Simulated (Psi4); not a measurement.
## Excited-state calculation of CdNH2F (part 1 of 2)

The run: excited-state calculation of CdNH2F, SMILES [NH2][Cd][F]. Method and program: EOM-CC2/def2-SV(P), RHF, core potentials def2 (Psi4 1.11).

The geometry comes from this level: PBE0-D4/def2-TZVP.

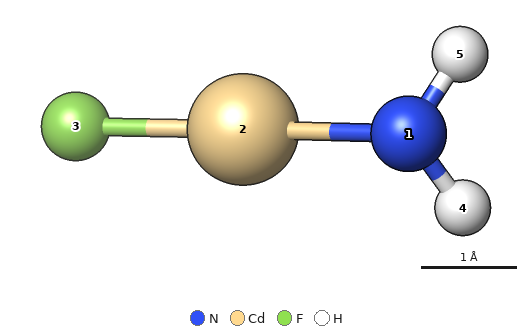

**Figure 1.** The structure (ball-and-stick view, seen at a tilt; atoms are numbered from 1 in the order of the input). Sticks mark near contacts. Bond lengths as drawn: Cd–F 1.94 Å, Cd–N 2.00 Å and H–N 1.01 Å.

### The input (calc.in)
```
memory 1.6 GB

molecule {
  0 1
  N     -0.333400     0.922000    -0.346300
  Cd     0.604700    -0.740300     0.245400
  F      1.652200    -2.274900     0.787100
  H     -0.955600     0.728600    -1.123800
  H     -0.917900     1.290800     0.396200
  symmetry c1
}

set scf_type pk
set roots_per_irrep [1]

e, wfn = properties('eom-cc2/def2-SV(P)', properties=['oscillator_strength'], return_wfn=True)
print_variables()
```

Hardware: 1 thread of Intel Xeon @ 2.50GHz (Skylake/Cascade Lake), 192 GiB of memory available, shared host.

Launched with:
```bash
psi4 -i calc.in -o calc.out -n 1
```

### Output
```
Psi4 1.11 release

   => Loading Basis Set <=

    Name: DEF2-SV(P)
    Role: ORBITAL
    Keyword: BASIS

    !!!  WARNING: ECP capability is in beta. Please check occupations closely.  !!!

         ---------------------------------------------------------
                                   SCF
                              RHF Reference
                        1 Threads,   1525 MiB Core
         ---------------------------------------------------------

  ==> Geometry <==

    Molecular point group: c1
    Full point group: C1

    Geometry (in Angstrom), charge = 0, multiplicity = 1:

       Center              X                  Y                   Z               Mass
    ------------   -----------------  -----------------  -----------------  -----------------
         N           -0.962660218278     1.678081924479    -0.596923472428    14.003074004430
         CD          -0.024560218278     0.015781924479    -0.005223472428   113.903365090000
         F            1.022939781722    -1.518818075521     0.536476527572    18.998403162730
         H           -1.584860218278     1.484681924479    -1.374423472428     1.007825032230
         H           -1.547160218278     2.046881924479     0.145576527572     1.007825032230

  Running in c1 symmetry.

  Rotational constants: A =      9.43440  B =      0.12157  C =      0.12082 [cm^-1]
  Rotational constants: A = 282836.32034  B =   3644.70604  C =   3622.19801 [MHz]
  Nuclear repulsion =  112.883639592005480

  Charge       = 0
  Multiplicity = 1
  Electrons    = 38
  Nalpha       = 19
  Nbeta        = 19

  ==> Algorithm <==

  SCF Algorithm Type is PK.
  DIIS enabled.
  MOM disabled.
  Fractional occupation disabled.
  Guess Type is SAD.
  Energy threshold   = 1.00e-10
  Density threshold  = 1.00e-10
  Integral threshold = 1.00e-12

  ==> Primary Basis <==

  Basis Set: DEF2-SV(P)
    Blend: DEF2-SV(P)
    Number of shells: 26
    Number of basis functions: 56
    Number of Cartesian functions: 60
    Spherical Harmonics?: true
    Max angular momentum: 2

  Core potential: DEF2-SV(P)
    Number of shells: 4
    Number of ECP primitives: 14
    Number of ECP core electrons: 28
    Max angular momentum: 3

  ==> Integral Setup <==

  Using in-core PK algorithm.
   Calculation information:
      Number of atoms:                   5
      Number of AO shells:              26
      Number of primitives:             50
      Number of atomic orbitals:        60
      Number of basis functions:        56

      Integral cutoff                 1.00e-12
      Number of threads:                 1

  Performing in-core PK
  Using 2548812 doubles for integral storage.
  We computed 55920 shell quartets total.
  Whereas there are 61776 unique shell quartets.

  ==> DiskJK: Disk-Based J/K Matrices <==

    J tasked:                  Yes
    K tasked:                  Yes
    wK tasked:                  No
    Memory [MiB]:             1144
    Schwarz Cutoff:          1E-12

  Minimum eigenvalue in the overlap matrix is 1.3379824744E-02.
  Reciprocal condition number of the overlap matrix is 2.9344301158E-03.
    Using symmetric orthogonalization.

  ==> Pre-Iterations <==

  SCF Guess: Superposition of Atomic Densities via on-the-fly atomic UHF (no occupation information).

   -------------------------
    Irrep   Nso     Nmo
   -------------------------
     A         56      56
   -------------------------
    Total      56      56
   -------------------------

  ==> Iterations <==

                        Total Energy        Delta E     RMS |[F,P]|

   @RHF iter SAD:  -320.02683862007899   -3.20027e+02   0.00000e+00
   @RHF iter   1:  -321.50539390676153   -1.47856e+00   1.23637e-02 DIIS/ADIIS
   @RHF iter   2:  -321.64001791796653   -1.34624e-01   8.90263e-03 DIIS/ADIIS
   @RHF iter   3:  -321.73566991767331   -9.56520e-02   7.34156e-04 DIIS/ADIIS
   @RHF iter   4:  -321.73785013783203   -2.18022e-03   2.65478e-04 DIIS/ADIIS
   @RHF iter   5:  -321.73817064887538   -3.20511e-04   9.19622e-05 DIIS
   @RHF iter   6:  -321.73820780390116   -3.71550e-05   2.30202e-05 DIIS
   @RHF iter   7:  -321.73821113318843   -3.32929e-06   7.85730e-06 DIIS
   @RHF iter   8:  -321.73821132925417   -1.96066e-07   3.42400e-06 DIIS
   @RHF iter   9:  -321.73821138538119   -5.61270e-08   9.46085e-07 DIIS
   @RHF iter  10:  -321.73821139249071   -7.10952e-09   2.44969e-07 DIIS
   @RHF iter  11:  -321.73821139290288   -4.12172e-10   5.68647e-08 DIIS
   @RHF iter  12:  -321.73821139292426   -2.13731e-11   1.13886e-08 DIIS
   @RHF iter  13:  -321.73821139292539   -1.13687e-12   2.90962e-09 DIIS
   @RHF iter  14:  -321.73821139292488    5.11591e-13   8.81687e-10 DIIS
   @RHF iter  15:  -321.73821139292528   -3.97904e-13   2.09256e-10 DIIS
   @RHF iter  16:  -321.73821139292500    2.84217e-13   4.57683e-11 DIIS
  Energy and wave function converged.

  ==> Post-Iterations <==

    Orbital Energies [Eh]
    ---------------------

    Doubly Occupied:

       1A    -26.167093     2A    -15.526820     3A     -4.850529
       4A     -3.216464     5A     -3.215262     6A     -3.209250
       7A     -1.412083     8A     -1.082657     9A     -0.778476
      10A     -0.778022    11A     -0.774621    12A     -0.774373
      13A     -0.772902    14A     -0.613793    15A     -0.530294
      16A     -0.527305    17A     -0.526258    18A     -0.482005
      19A     -0.385983

    Virtual:

      20A      0.057666    21A      0.073458    22A      0.086947
      23A      0.166220    24A      0.272468    25A      0.276273
      26A      0.291670    27A      0.462562    28A      0.465334
      29A      0.664693    30A      0.671254    31A      0.698199
      32A      0.711613    33A      0.770862    34A      0.901103
      35A      0.954046    36A      1.057204    37A      1.177181
      38A      1.225694    39A      1.229534    40A      1.318768
      41A      1.635843    42A      1.640722    43A      1.642715
      44A      2.095674    45A      2.503501    46A      2.519648
      47A      2.574914    48A      2.796988    49A      3.025044
      50A      3.025906    51A      3.568977    52A      3.569000
      53A      3.604095    54A      3.605207    55A      3.808796
      56A     57.230393

    Final Occupation by Irrep:
              A
    DOCC [    19 ]
    NA   [    19 ]
    NB   [    19 ]

  @RHF Final Energy:  -321.73821139292500

   => Energetics <=

    Nuclear Repulsion Energy =            112.8836395920054798
    One-Electron Energy =                -737.9953166404302465
    Two-Electron Energy =                 303.3734656554997855
    Total Energy =                       -321.7382113929249954

Computation Completed

Properties will be evaluated at   0.000000,   0.000000,   0.000000 [a0]

Properties computed using the SCF density matrix

 Multipole Moments:

 ------------------------------------------------------------------------------------
     Multipole            Electronic (a.u.)      Nuclear  (a.u.)        Total (a.u.)
 ------------------------------------------------------------------------------------

 L = 1.  Multiply by 2.5417464519 to convert [e a0] to [Debye]
 Dipole X            :          1.1524430           -2.1833674           -1.0309244
 Dipole Y            :         -3.1686894            3.6366138            0.4679244
 Dipole Z            :          1.1441249           -1.2916126           -0.1474877
 Magnitude           :                                                    1.1417141

 ------------------------------------------------------------------------------------

	total time  =          2 seconds =       0.03 minutes
 MINTS: Wrapper to libmints.

   Calculation information:
      Number of threads:                 1
      Number of atoms:                   5
      Number of AO shells:              26
      Number of SO shells:              26
      Number of primitives:             50
      Number of atomic orbitals:        60
      Number of basis functions:        56

      Number of irreps:                  1
      Integral cutoff                 1.00e-12
      Number of functions per irrep: [  56 ]

 OEINTS: Overlap, kinetic, potential, dipole, and quadrupole integrals
         stored in file 35.

      Computing two-electron integrals...done
      Computed 1066030 non-zero two-electron integrals.
        Stored in file 33.

	Wfn Parameters:
	--------------------
	Wavefunction         = EOM_CC2
	Number of irreps     = 1
	Number of MOs        = 56
	Number of active MOs = 56
	AO-Basis             = NONE
	Semicanonical        = false
	Reference            = RHF
	Print Level          = 1

	IRREP	# MOs	# FZDC	# DOCC	# SOCC	# VIRT	# FZVR
	-----	-----	------	------	------	------	------
	 A	   56	    0	    19	    0	    37	    0
	Transforming integrals...
	IWL integrals will be deleted.
	(OO|OO)...
	Presorting SO-basis two-electron integrals.
	Sorting File: SO Ints (nn|nn) nbuckets = 1
	Constructing frozen core operators
	Starting first half-transformation.
	Sorting half-transformed integrals.
	First half integral transformation complete.
	Starting second half-transformation.
	Two-electron integral transformation complete.
	(OO|OV)...
	Starting second half-transformation.
	Two-electron integral transformation complete.
	(OO|VV)...
	Starting second half-transformation.
	Two-electron integral transformation complete.
	(OV|OO)...
	Starting first half-transformation.
	Sorting half-transformed integrals.
	First half integral transformation complete.
	Starting second half-transformation.
	Two-electron integral transformation complete.
	(OV|OV)...
	Starting second half-transformation.
	Two-electron integral transformation complete.
	(OV|VV)...
	Starting second half-transformation.
	Two-electron integral transformation complete.
	(VV|OO)...
	Starting first half-transformation.
	Sorting half-transformed integrals.
	First half integral transformation complete.
	Starting second half-transformation.
	Two-electron integral transformation complete.
	(VV|OV)...
	Starting second half-transformation.
	Two-electron integral transformation complete.
	(VV|VV)...
	Starting second half-transformation.
	Two-electron integral transformation complete.
	Frozen core energy     =      0.00000000000000

	Size of irrep 0 of <ab|cd> integrals:      1.874 (MW) /     14.993 (MB)
	Total:                                     1.874 (MW) /     14.993 (MB)

	Size of irrep 0 of <ia|bc> integrals:      0.962 (MW) /      7.699 (MB)
	Total:                                     0.962 (MW) /      7.699 (MB)

	Size of irrep 0 of tijab amplitudes:       0.494 (MW) /      3.954 (MB)
	Total:                                     0.494 (MW) /      3.954 (MB)

	Nuclear Rep. energy          =    112.88363959200548
	SCF energy                   =   -321.73821139292500
	One-electron energy          =   -737.99531664601557
	Two-electron energy          =    303.37346566108511
	Reference energy             =   -321.73821139292500

	total time  =          1 seconds =       0.02 minutes
            **************************
            *                        *
            *        CCENERGY        *
            *                        *
            **************************

    Nuclear Rep. energy (wfn)     =  112.883639592005480
    SCF energy          (wfn)     = -321.738211392924995
    Reference energy    (file100) = -321.738211392924995

    Input parameters:
    -----------------
    Wave function   =     EOM_CC2
    Reference wfn   =     RHF
    Brueckner       =     No
    Memory (Mbytes) =     1600.0
    Maxiter         =     50
    R_Convergence   =     1.0e-07
    E_Convergence   =     1.0e-08
    Restart         =     Yes
    DIIS            =     Yes
    AO Basis        =     NONE
    ABCD            =     NEW
    Cache Level     =     2
    Cache Type      =     LOW
    Print Level     =     1
    Num. of threads =     1
    # Amps to Print =     10
    Print MP2 Amps? =     No
    Analyze T2 Amps =     No
    Print Pair Ener =     No
    Local CC        =     No
    SCS-MP2         =     False
    SCSN-MP2        =     False
    SCS-CCSD        =     False

MP2 correlation energy -0.4721409520495761
                Solving CC Amplitude Equations
                ------------------------------
  Iter             Energy              RMS        T1Diag      D1Diag    New D1Diag    D2Diag
  ----     ---------------------    ---------   ----------  ----------  ----------   --------
     0        -0.472140952049576    0.000e+00    0.000000    0.000000    0.000000    0.128985
     1        -0.471368808134526    7.029e-02    0.011403    0.044626    0.044626    0.128985
     2        -0.480467090077795    2.537e-02    0.013169    0.054013    0.054013    0.135561
     3        -0.483895482621651    1.899e-02    0.017330    0.072748    0.072748    0.140641
     4        -0.484135975724388    5.226e-03    0.018565    0.078736    0.078736    0.142623
     5        -0.484069152947493    1.928e-03    0.018775    0.079795    0.079795    0.142940
     6        -0.484096939966860    6.030e-04    0.018842    0.080110    0.080110    0.142964
     7        -0.484099536132038    2.692e-04    0.018855    0.080156    0.080156    0.142965
     8        -0.484101084278110    1.110e-04    0.018857    0.080161    0.080161    0.142966
     9        -0.484101543243621    4.430e-05    0.018855    0.080161    0.080161    0.142967
    10        -0.484100504230903    2.120e-05    0.018856    0.080166    0.080166    0.142968
    11        -0.484100799673096    7.550e-06    0.018856    0.080168    0.080168    0.142969
    12        -0.484100752878442    3.071e-06    0.018856    0.080169    0.080169    0.142969
    13        -0.484100634646219    1.036e-06    0.018856    0.080169    0.080169    0.142969
    14        -0.484100639821147    4.432e-07    0.018856    0.080169    0.080169    0.142969
    15        -0.484100620103266    1.784e-07    0.018856    0.080169    0.080169    0.142969
    16        -0.484100619683428    8.690e-08    0.018856    0.080169    0.080169    0.142969
    17        -0.484100621977825    3.892e-08    0.018856    0.080169    0.080169    0.142969

    Iterations converged.

    Largest TIA Amplitudes:
             16   0         0.0479710421
             15   1         0.0435704293
             18   0         0.0427765078
             14   2        -0.0389729715
             16   6         0.0311268422
             18   2        -0.0258684611
             17   0        -0.0226545017
             16   2         0.0205447943
             14   0         0.0174396086
             17   2        -0.0154694183

    Largest TIjAb Amplitudes:
     15  15  22  22        -0.0356217416
     18  18   0   0        -0.0346337118
     13  13   4   4        -0.0259809476
     18  18  16  16        -0.0244225042
     14  14  21  21        -0.0222641157
     13  13  18  18        -0.0219510451
     16  16   6   6        -0.0208852650
     14  15  21  22        -0.0206813308
     15  14  22  21        -0.0206813308
     16  16   0   0        -0.0195429542

    SCF energy       (wfn)                    = -321.738211392924995
    Reference energy (file100)                = -321.738211392924995

    Opposite-spin MP2 correlation energy      =   -0.340487854085952
    Same-spin MP2 correlation energy          =   -0.131653097963624
    Singles MP2 correlation energy            =   -0.000000000000000
    MP2 correlation energy                    =   -0.472140952049576
      * MP2 total energy                      = -322.210352344974581
    CC2 correlation energy                    =   -0.484100621977825
      * CC2 total energy                      = -322.222312014902798

			**************************
			*                        *
			*         CCHBAR         *
			*                        *
			**************************

	**********************************************************
	*  CCEOM: An Equation of Motion Coupled Cluster Program  *
	**********************************************************

	Nuclear Rep. energy (wfn)     =  112.883639592005480
	SCF energy          (wfn)     = -321.738211392924995
	Reference energy    (file100) = -321.738211392924995
	CC2 energy          (file100) =   -0.484100621977825

	Input parameters:
	-----------------
	Reference wfn   =     RHF
	Reference EOM wfn=     RHF
	Memory (Mbytes) =  1600.0
	ABCD            =     NEW
	Cache Level     =    2
	Cache Type      =     LRU
	Num. of threads =     1
	Local CC        =     No
```
